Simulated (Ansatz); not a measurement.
**Thickness series of a Y/MoTe2/Lu junction**

Wanted: T(E), the conductance and its decay constant for Y/MoTe2/Lu. The lower electrode is Y hcp(0001), the upper one Lu hcp(0001); the barrier is MoTe2 2H layers (two layers in the relaxed core). In the first transport cell, after relaxation, the nearest pair of electrode and barrier is Y–Te at 3.10 Å, along the normal, at the lower face and Lu–Te at 3.06 Å, along the normal, at the upper one. All share a net of side 3.66 Å, which strains the lower electrode by +0.0 %, the upper one by +4.0 % and the barrier by +4.0 %, against typed lattice constants near PBE's. The first steps treat the bulk electrodes alone.

Method: PBE+D3(BJ) DFT, plane waves, PAW files, in the first sound run; inputs show where later runs differ, in Ansatz 0.2.0.

## Step 1: The structure

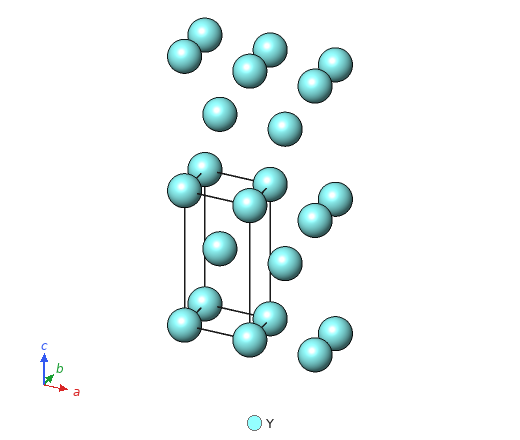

The cell as given, slightly off an axis (yttrium light teal). 2×1×2 cells are drawn. Some periodic images of atoms are drawn too.

As a file:

```cif
data_structure
_symmetry_space_group_name_H-M 'P 1'
_symmetry_Int_Tables_number 1
_cell_length_a 3.6600
_cell_length_b 3.6600
_cell_length_c 5.6700
_cell_angle_alpha 90.000
_cell_angle_beta 90.000
_cell_angle_gamma 120.000
_cell_volume 65.78
loop_
_atom_site_label
_atom_site_type_symbol
_atom_site_fract_x
_atom_site_fract_y
_atom_site_fract_z
_atom_site_occupancy
Y1 Y 0.00000 0.00000 0.00000 1
Y2 Y 0.33333 0.66667 0.50000 1
```

## Step 2: The strained electrode, electrode Y hcp(0001)

The electrode is held to the junction's net and relaxed along the normal; its spacing is used for the ideal lead layers.

The input, input.yaml:

```yaml
crystal:
  lattice:
    - [3.66, 0.0, 0.0]
    - [-1.83, 3.1696529779, 0.0]
    - [0.0, 0.0, 5.67]
  atoms:
    - { symbol: "Y", position: [0.0, 0.0, 0.0] }
    - { symbol: "Y", position: [0.3333333333, 0.6666666667, 0.5] }
kpoints:
  mp_grid: { grid: [12, 12, 6] }
scf:
  occupations: { method: fermi_dirac, width: 0.1 }
  max_iter: 150
hamiltonian:
  xc: pbe
  dispersion: d3bj
relax:
  f_tol: 0.01
  max_steps: 40
  cell: { fix: [a, b, angles] }
```

Started as:

```bash
$ ansatz run input.yaml --threads 4 --pin off --max-ram 12288MiB --backend cpu --events-out ev --progress --plain --runs-dir out
```

Numbers of over 12 decimals in the logs are rounded to 6 here.

The program printed:

```text
Engine: ansatz 0.2.0, aarch64-unknown-linux-gnu
Pseudopotentials: kind: paw
Pseudopotential: Y, paw, valence charge 11, recommended cutoff 420 eV (normal), Y.paw.azcp
Functional definition: PBE
  parameter kappa = 0.804
  parameter beta = 0.066725
  exchange = pbe_x(kappa = kappa, mu = beta*pi^2/3)
  correlation = pbe_c(beta = beta)
Crystal: 2 atoms, lattice volume = 65.777 Å³
Basis set: ecut = 420 eV, 1267 PW (Γ), exchange–correlation on 50×50×80 points (8 copies of the dense FFT grid, shifted against one another)
Bands: 15, of which v1, the nominal top of the filled ones, is band 11 counted from 1 (10 counted from 0)
Symmetry: 24 space group operations
Space group: P63/mmc (ITA 194), of the structure as read, at distance tolerance 4.0e-5 Å
k-points: 76 of 864
Non-local potential: Y, projectors of the file, l = 0: 3, l = 1: 2, l = 2: 2, l = 3: 1
PAW form: soft (Blöchl's): semilocal exchange-correlation on the pseudo side does not see the compensation charge
PAW one-centre angular grid: Y, 590 points (default); XC on 64 Gauss nodes
Initial density: superposition of atomic densities (neutral atoms: chi_scale 0, normalization atom), corrected by the library's trained network
Initial wavefunctions: pseudopotential atomic-orbital guess
Functional: x = pbe(κ = 0.804, μ = 0.219515), c = pbe(β = 0.066725)
SCF iter   1: F=—  HF=-7698.068058 eV  |F-HF|=—  |Δ(HF+E_count)|=         —  Δρ=1.59e-3  dr2=1.33e-3  ethr=1.77e-3  ⟨swp⟩=4.4  Hψ=4992  notcnv=0
preconditioner: auto → Kerker (q_TF=auto, 2.273 Å⁻¹)  [metal: Δε(μ)=0.020 eV  Ē_g=2.540 eV  σ=0.100 eV  W_gap=0.05  n_scr=22 (ndim 8)  ℏωp=11.2 eV  f_vac=0.000  D(μ)=3.70/eV (n_scr^D=34)]
SCF iter   2: F=—  HF=-7698.068475 eV  |F-HF|=—  |Δ(HF+E_count)|=   4.17e-4  Δρ=1.04e-3  dr2=5.49e-4  ethr=6.06e-6  ⟨swp⟩=2.2  Hψ=2586  notcnv=0
SCF iter   3: F=—  HF=-7698.068835 eV  |F-HF|=—  |Δ(HF+E_count)|=   3.60e-4  Δρ=2.38e-4  dr2=4.95e-5  ethr=2.50e-6  ⟨swp⟩=2.3  Hψ=1489  notcnv=0
SCF iter   4: F=—  HF=-7698.068819 eV  |F-HF|=—  |Δ(HF+E_count)|=   1.58e-5  Δρ=1.38e-4  dr2=8.59e-6  ethr=2.25e-7  ⟨swp⟩=2.6  Hψ=1776  notcnv=0
iter 5 did not close the SCF: its close was put off for the readings that it lacked (scf_convergence_deferred on its scf_iter line)
SCF iter   5: F=-7698.068819 eV  HF=-7698.068819 eV  |F-HF|=3.33e-8  |Δ(HF+E_count)|=   2.16e-8  Δρ=1.13e-5  dr2=4.10e-8  ethr=3.91e-8  ⟨swp⟩=2.0  Hψ=1846  notcnv=0
SCF iter   6: F=-7698.068819 eV  HF=-7698.068819 eV  |F-HF|=4.06e-9  |Δ(HF+E_count)|=   3.90e-8  Δρ=3.63e-6  dr2=6.60e-9  ethr=1.86e-10  ⟨swp⟩=1.8  Hψ=3870  notcnv=0
SCF 1 converged in 6 iterations: F = -7698.068819 eV  dr2 = 6.60e-9
  greatest PAW one-centre occupation: 0.994 electrons in one spin orbital (limit 2), on the Y atom at site 1 (counted from 0), in its partial waves of l = 0
relax step   1: F+E_penalty+E_count = -7698.06881947 eV  Δ(F+E_penalty+E_count) = +0.000e0 eV  max|allowed force component| = 4.626e-18 eV/Å  Δτ_max = 0.0000 Å  P = -1.616 GPa  Ω = 65.777 Å³  fix = [a, b, alpha, beta, gamma]  reactions: a -1.751, b -1.751 GPa  (6 SCF iters, dr2 threshold 1.00e-7 eV, accepted)
Crystal: 2 atoms, lattice volume = 64.817 Å³
Initial density: handed on by an earlier stage of this run
Initial wavefunctions: those handed on with the density
iter 1 solved again at ethr=3.16e-7 eV; its pass at ethr=3.10e-3 eV (dr2=6.95e-5 eV) is discarded
SCF iter   1: F=—  HF=-7698.073542 eV  |F-HF|=—  |Δ(HF+E_count)|=         —  Δρ=4.26e-4  dr2=6.40e-5  ethr=3.16e-7  ⟨swp⟩=2.9  Hψ=8429  notcnv=0
preconditioner: auto → Kerker (q_TF=auto, 2.279 Å⁻¹)  [metal: Δε(μ)=0.021 eV  Ē_g=2.568 eV  σ=0.100 eV  W_gap=0.05  n_scr=10 (ndim 8)  ℏωp=11.3 eV  f_vac=0.000  D(μ)=3.55/eV (n_scr^D=34)]
SCF iter   2: F=—  HF=-7698.073552 eV  |F-HF|=—  |Δ(HF+E_count)|=   1.00e-5  Δρ=2.55e-4  dr2=2.39e-5  ethr=2.91e-7  ⟨swp⟩=1.0  Hψ=1140  notcnv=0
SCF iter   3: F=—  HF=-7698.073560 eV  |F-HF|=—  |Δ(HF+E_count)|=   7.52e-6  Δρ=2.21e-5  dr2=2.42e-7  ethr=1.09e-7  ⟨swp⟩=2.5  Hψ=1741  notcnv=0
SCF iter   4: F=-7698.073560 eV  HF=-7698.073560 eV  |F-HF|=1.12e-9  |Δ(HF+E_count)|=   9.77e-8  Δρ=3.67e-6  dr2=8.34e-9  ethr=9.09e-10  ⟨swp⟩=4.0  Hψ=3643  notcnv=0
SCF 2 converged in 4 iterations: F = -7698.073560 eV  dr2 = 8.34e-9
relax step   2: F+E_penalty+E_count = -7698.07356002 eV  Δ(F+E_penalty+E_count) = -4.741e-3 eV  max|allowed force component| = 4.857e-17 eV/Å  Δτ_max = 0.0000 Å  P = -1.059 GPa  Ω = 64.817 Å³  energy of the carried Pulay correction = +2.285e-5 eV  fix = [a, b, alpha, beta, gamma]  reactions: a -1.481, b -1.481 GPa  (4 SCF iters, dr2 threshold 2.00e-7 eV, accepted)
Crystal: 2 atoms, lattice volume = 64.633 Å³
iter 1 solved again at ethr=6.52e-8 eV; its pass at ethr=3.10e-3 eV (dr2=1.43e-5 eV) is discarded
SCF iter   1: F=—  HF=-7698.073680 eV  |F-HF|=—  |Δ(HF+E_count)|=         —  Δρ=8.29e-5  dr2=2.41e-6  ethr=6.52e-8  ⟨swp⟩=3.4  Hψ=8066  notcnv=0
preconditioner: auto → Kerker (q_TF=auto, 2.280 Å⁻¹)  [metal: Δε(μ)=0.030 eV  Ē_g=2.573 eV  σ=0.100 eV  W_gap=0.07  n_scr=10 (ndim 8)  ℏωp=11.3 eV  f_vac=0.000  D(μ)=3.52/eV (n_scr^D=34)]
SCF iter   2: F=—  HF=-7698.073683 eV  |F-HF|=—  |Δ(HF+E_count)|=   2.55e-6  Δρ=4.96e-5  dr2=9.00e-7  ethr=1.09e-8  ⟨swp⟩=1.2  Hψ=1237  notcnv=0
SCF iter   3: F=-7698.073683 eV  HF=-7698.073683 eV  |F-HF|=3.05e-9  |Δ(HF+E_count)|=   3.29e-7  Δρ=4.66e-6  dr2=1.19e-8  ethr=5.27e-10  ⟨swp⟩=2.6  Hψ=4331  notcnv=0
SCF 3 converged in 3 iterations: F = -7698.073683 eV  dr2 = 1.19e-8
relax step   3: F+E_penalty+E_count = -7698.07368300 eV  Δ(F+E_penalty+E_count) = -1.230e-4 eV  max|allowed force component| = 6.939e-17 eV/Å  Δτ_max = 0.0000 Å  P = -0.949 GPa  Ω = 64.633 Å³  energy of the carried Pulay correction = +2.727e-5 eV  fix = [a, b, alpha, beta, gamma]  reactions: a -1.428, b -1.428 GPa  (3 SCF iters, dr2 threshold 1.16e-7 eV, accepted)
Initial wavefunctions: pseudopotential atomic-orbital guess (no wavefunctions were taken with the density)
iter 1 solved again at ethr=1.49e-7 eV; its pass at ethr=3.10e-3 eV (dr2=3.27e-5 eV) is discarded
SCF iter   1: F=—  HF=-7698.073652 eV  |F-HF|=—  |Δ(HF+E_count)|=         —  Δρ=8.79e-6  dr2=1.59e-8  ethr=1.49e-7  ⟨swp⟩=3.0  Hψ=8564  notcnv=0
eigensolver tolerance schedule: the retry pair's looser diagonalisation over-reported the residual by 2054.96 of it (diagonalisation noise at 0.11 of the residual, at the tolerance the schedule requests for it); recorded, not acted on — ethr = c·dr2/N_el stays at c = 1.0e-1
SCF iter   2: F=—  HF=-7698.073655 eV  |F-HF|=—  |Δ(HF+E_count)|=   2.91e-6  Δρ=4.88e-6  dr2=6.39e-9  ethr=7.23e-11  ⟨swp⟩=2.0  Hψ=2005  notcnv=0
SCF iter   3: F=—  HF=-7698.073655 eV  |F-HF|=—  |Δ(HF+E_count)|=   4.03e-9  Δρ=7.75e-7  dr2=2.08e-10  ethr=2.91e-11  ⟨swp⟩=3.0  Hψ=2053  notcnv=0
SCF iter   4: F=-7698.073655 eV  HF=-7698.073655 eV  |F-HF|=3.64e-12  |Δ(HF+E_count)|=  2.91e-11  Δρ=1.59e-7  dr2=1.23e-11  ethr=1.00e-12  ⟨swp⟩=3.5  Hψ=5167  notcnv=0
SCF 4 converged in 4 iterations: F = -7698.073655 eV  dr2 = 1.23e-11
relax step   4: F+E_penalty+E_count = -7698.07365469 eV  Δ(F+E_penalty+E_count) = +2.831e-5 eV  max|allowed force component| = 7.401e-17 eV/Å  Δτ_max = 0.0000 Å  P = -0.949 GPa  Ω = 64.633 Å³  fix = [a, b, alpha, beta, gamma]  reactions: a -1.428, b -1.428 GPa  stress off target by 8.51e-3 GPa on what of the cell is left free  SCF on the basis re-selected at this cell (its energy is not comparable with the rows above)  (4 SCF iters)
basis re-selected at this cell: Δ(F+E_penalty+E_count) = +2.831e-5 eV, ΔP = +0.000 GPa vs the last step (what re-selecting the basis moved, of the pressure what is left beyond the Pulay correction that the steps carried, after the strain that the cell walked since its last selection, with what the two solves' SCF thresholds leave and, on support functions, any second-order correction that the steps lacked; it is no m [...]
SCF converged after 4 iterations
Free energy (F): -7698.073655 eV
Harris-Foulkes:  -7698.073655 eV  (|F-HF|=3.64e-12)
Internal energy: -7697.958857 eV  (E = F + TS)
E sigma→0 (E₀):  -7698.016256 eV
Entropy (-TS):   -0.114798 eV (-57.399 meV/atom)
Fermi energy:    9.505066 eV
--- Per-component energies (eV) ---
  E_band       = -239.128224
  E_kinetic    = 609.569280
  E_local      = -1218.061802  (includes V_loc(G=0)·N_el)
  E_nonlocal   = 100.337604
  E_hartree    = 386.447790
  E_xc         = -346.008754
  E_vxc        = -397.259272  (∫ρ·V_xc dr)
  E_paw        = -5650.760904  (= ΣΔE_a)
  E_vpaw       = -106.609558  (= ΣTr[D̂ρ^β])
  E_aug_tail   = 0.000006  (compensation charges beyond the density's cutoff)
  E_ewald      = -1578.800572
  E_disp       = -0.681505  (pairwise vdW)
  E_smearing   = -0.114798  (= −TS)
  E_closure    = 0.000000  (closes the sum)
  Σ components = -7698.073655   (vs F -7698.073655, Δ=0.00e0)
--- Forces (eV/Å), atoms counted from 1 ---
  atom   1  Y     -0.00000000    -0.00000000    -0.00000000
  atom   2  Y     -0.00000000     0.00000000     0.00000000
  max |Σ_I F_I| component: 2.78e-17 eV/Å
--- Stress (GPa, compression-positive) ---
       -1.427556      -0.000000       0.000000
       -0.000000      -1.427556      -0.000000
        0.000000      -0.000000       0.008514
  P = ⅓ Tr σ = -0.9489 GPa (-9.489 kbar)
--- Relaxed structure (3 steps of the walk, 3 accepted, 1 SCFs on fresh bases) ---
  F+E_penalty+E_count = -7698.07365469 eV   max|allowed force component| = 7.401e-17 eV/Å   (the final SCF, on the basis selected at the relaxed cell)
  cell:  # Å, volume = 64.6335 Å³
    - [3.660000, 0, 0.0]
    - [-1.830000, 3.169653, 0.0]
    - [0.0, 0.0, 5.571405]
  atoms:
    - { symbol: Y, position: [9.25185853962003e-18, -5.088522196306339e-17, 0.0] }
    - { symbol: Y, position: [0.333333, 0.666667, 0.500000] }
```

The job ended after 3.5 s (4 threads of Arm Neoverse V1, shared host; peak memory 0.39 GiB).

Relaxation path:

```tsv
step	energy less that of the first step (eV)	largest force component (eV/Å)	pressure (GPa)	volume (Å³)
1	0.0000	0.0000	-1.62	65.78
2	-0.0047	0.0000	-1.06	64.82
3	-0.0049	0.0000	-0.95	64.63
4*	-0.0048	0.0000	-0.95	64.63
```

Relaxation steps marked * repeat the geometry before them on a plane-wave basis chosen anew for their cell, so energy and pressure can jump there.

The run keeps the 24 symmetry operations that it works with, so distortions that break them were not tested.

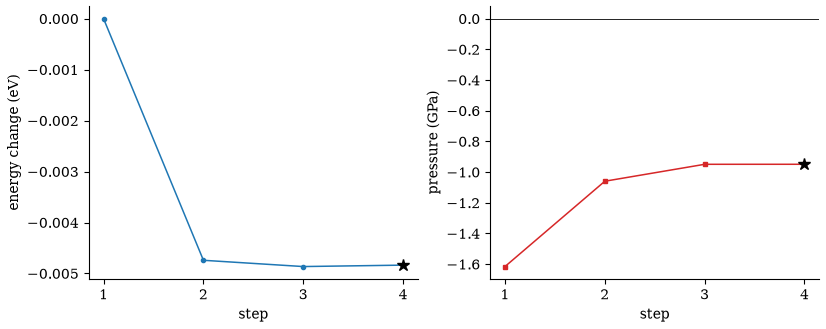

Energy and pressure along the relaxation. Stars mark steps on a basis chosen anew.

```tsv
conventional cell, symmetrised	before	after	change
a (Å)	3.660	3.660	+0.0 %
b (Å)	3.660	3.660	+0.0 %
c (Å)	5.670	5.571	-1.7 %
volume (Å³/atom)	32.89	32.32	-1.7 %
```

The relaxed structure:

```
Y
1.0
     3.66000    0.00000    0.00000
    -1.83000    3.16965    0.00000
     0.00000    0.00000    5.57141
Y
2
Direct
  0.00000 0.00000 0.00000
  0.33333 0.66667 0.50000
```

This step gave:

```yaml
free_energy: -7698.0737 eV
fermi_energy: 9.505 eV
pressure: -0.9489 GPa
```

The cell shrank by 1.7 % in volume.

## Step 3: The strained electrode, electrode Lu hcp(0001)

System of this step: Lu. It takes space group P6_3/mmc (No. 194, hexagonal). The conventional cell has a = 3.660 Å, b = 3.660 Å, c = 5.318 Å, α = 90.00°, β = 90.00°, γ = 120.00°. Nearest to Lu lie 12 Lu at 3.40 to 3.66 Å.

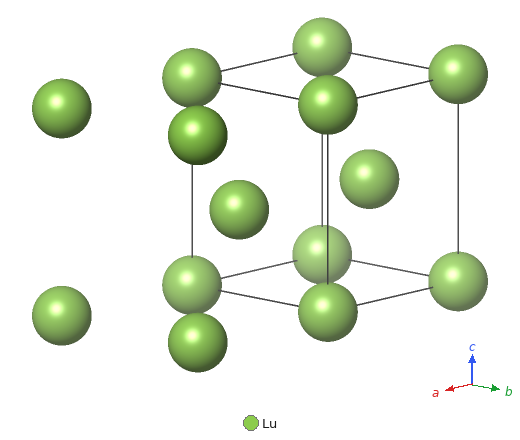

The cell of this step (lutetium green). 2×1×1 cells are drawn. Some periodic images of atoms are drawn too.

The electrode is held to the junction's net and relaxed along the normal; its spacing is used for the ideal lead layers.

input.yaml, the sections that differ from step 2:

```yaml
crystal:
  lattice:
    - [3.66, 0.0, 0.0]
    - [-1.83, 3.1696529779, 0.0]
    - [0.0, 0.0, 5.3177102273]
  atoms:
    - { symbol: Lu, position: [0.0, 0.0, 0.0] }
    - { symbol: Lu, position: [0.3333333333, 0.6666666667, 0.5] }
# kpoints, scf, hamiltonian, relax: as in step 2
```

The program printed:

```text
band count auto-derived: 31 (N_el = 50.0; filled up to band 25; 30 by the electrons, moments and atoms)
[...]
Crystal: 2 atoms, lattice volume = 61.690 Å³
Basis set: ecut = 420 eV, 1193 PW (Γ), exchange–correlation on 50×50×72 points (8 copies of the dense FFT grid, shifted against one another)
Bands: 31, of which v1, the nominal top of the filled ones, is band 25 counted from 1 (24 counted from 0)
Symmetry: 24 space group operations
[...]
k-points: 76 of 864
[...]
SCF iter   1: F=—  HF=-29465.507601 eV  |F-HF|=—  |Δ(HF+E_count)|=         —  Δρ=1.78e-3  dr2=1.14e-3  ethr=1.77e-3  ⟨swp⟩=5.2  Hψ=10017  notcnv=0
[...]
SCF iter   9: F=-29465.500274 eV  HF=-29465.500274 eV  |F-HF|=5.09e-11  |Δ(HF+E_count)|=   4.90e-8  Δρ=6.49e-7  dr2=8.67e-11  ethr=1.25e-11  ⟨swp⟩=5.9  Hψ=11069  notcnv=0
SCF 1 converged in 9 iterations: F = -29465.500274 eV  dr2 = 8.67e-11
[...]
relax step   1: F+E_penalty+E_count = -29465.50027392 eV  Δ(F+E_penalty+E_count) = +0.000e0 eV  max|allowed force component| = 6.708e-17 eV/Å  Δτ_max = 0.0000 Å  P = -4.050 GPa  Ω = 61.690 Å³  fix = [a, b, alpha, beta, gamma]  reactions: a -5.671, b -5.671 GPa  (9 SCF iters, dr2 threshold 1.00e-7 eV, accepted)
Crystal: 2 atoms, lattice volume = 61.148 Å³
[...]
SCF iter   5: F=-29465.501854 eV  HF=-29465.501854 eV  |F-HF|=3.19e-8  |Δ(HF+E_count)|=   4.76e-8  Δρ=1.52e-5  dr2=9.35e-8  ethr=4.00e-10  ⟨swp⟩=5.8  Hψ=14391  notcnv=0
SCF 2 converged in 5 iterations: F = -29465.501854 eV  dr2 = 9.35e-8
relax step   2: F+E_penalty+E_count = -29465.50185369 eV  Δ(F+E_penalty+E_count) = -1.580e-3 eV  max|allowed force component| = 7.401e-17 eV/Å  Δτ_max = 0.0000 Å  P = -3.722 GPa  Ω = 61.148 Å³  energy of the carried Pulay correction = +1.372e-4 eV  fix = [a, b, alpha, beta, gamma]  reactions: a -5.562, b -5.562 GPa  (5 SCF iters, dr2 threshold 2.00e-7 eV, accepted)
[...]
SCF iter   7: F=-29465.501720 eV  HF=-29465.501720 eV  |F-HF|=7.28e-12  |Δ(HF+E_count)|=  2.18e-11  Δρ=5.76e-8  dr2=8.37e-13  ethr=1.00e-12  ⟨swp⟩=8.3  Hψ=15963  notcnv=0
SCF 3 converged in 7 iterations: F = -29465.501720 eV  dr2 = 8.37e-13
relax step   3: F+E_penalty+E_count = -29465.50171974 eV  Δ(F+E_penalty+E_count) = +1.340e-4 eV  max|allowed force component| = 6.014e-17 eV/Å  Δτ_max = 0.0000 Å  P = -3.724 GPa  Ω = 61.148 Å³  fix = [a, b, alpha, beta, gamma]  reactions: a -5.563, b -5.563 GPa  stress off target by 4.51e-2 GPa on what of the cell is left free  SCF on the basis re-selected at this cell (its energy is not comparable with the rows above)  (7 SCF iters)
[...]
SCF converged after 7 iterations
Free energy (F): -29465.501720 eV
[...]
Internal energy: -29465.395116 eV  (E = F + TS)
E sigma→0 (E₀):  -29465.448418 eV
Entropy (-TS):   -0.106604 eV (-53.302 meV/atom)
Fermi energy:    12.941626 eV
[...]
--- Stress (GPa, compression-positive) ---
       -5.563088      -0.000000       0.000000
       -0.000000      -5.563088       0.000000
        0.000000       0.000000      -0.045132
  P = ⅓ Tr σ = -3.7238 GPa (-37.238 kbar)
--- Relaxed structure (2 steps of the walk, 2 accepted, 1 SCFs on fresh bases) ---
[...]
cell:  # Å, volume = 61.1484 Å³
    - [3.660000, 0, 0.0]
    - [-1.830000, 3.169653, 0.0]
    - [0.0, 0.0, 5.270994]
  atoms:
    - { symbol: Lu, position: [9.251858539620032e-18, -5.0885221963063393e-17, 0.0] }
    - { symbol: Lu, position: [0.333333, 0.666667, 0.5] }
```

Wall time 7.3 s (4 threads); peak memory 0.44 GiB.

Relaxation path:

```tsv
step	energy less that of the first step (eV)	largest force component (eV/Å)	pressure (GPa)	volume (Å³)
1	0.0000	0.0000	-4.05	61.69
2	-0.0016	0.0000	-3.72	61.15
3*	-0.0014	0.0000	-3.72	61.15
```

Relaxation steps marked * repeat the geometry before them on a plane-wave basis chosen anew for their cell, so energy and pressure can jump there.

The run keeps the 24 symmetry operations that it works with, so distortions that break them were not tested.

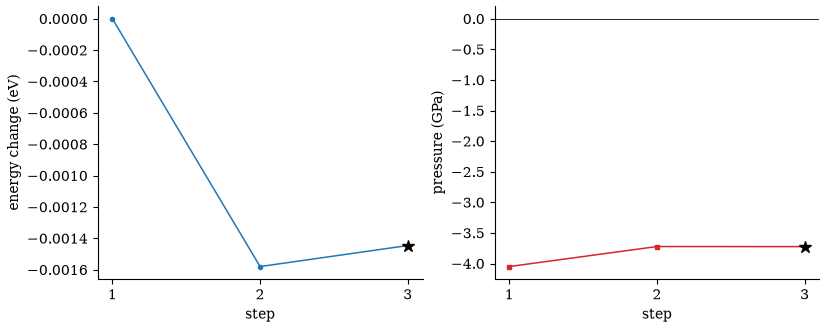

Energy and pressure along the relaxation. Stars mark steps on a basis chosen anew.

```tsv
conventional cell, symmetrised	before	after	change
a (Å)	3.660	3.660	+0.0 %
b (Å)	3.660	3.660	+0.0 %
c (Å)	5.318	5.271	-0.9 %
volume (Å³/atom)	30.85	30.57	-0.9 %
```

Final coordinates:

```xyz
2
Lattice="3.6600 0.0000 0.0000 -1.8300 3.1697 0.0000 0.0000 0.0000 5.2710" Properties=species:S:1:pos:R:3 pbc="T T T"
Lu    0.0000    0.0000    0.0000
Lu    0.0000    2.1131    2.6355
```

Numbers from this step:

```
free energy  : -29465.5017 eV
Fermi energy : 12.94 eV
pressure     : -3.724 GPa
```

The cell shrank by 0.9 % in volume.

(Continued in part 2 of 5.)

[Logs are printed without paths, hosts, clocks, repeated set-up lines and the standing remarks that a program may print on its own settings, such as how far it seeks lower states.]

[Hosts, paths, dates, database ids (printed as entryN), source tags and the programs' standing remarks are cut or masked in the printed files.]
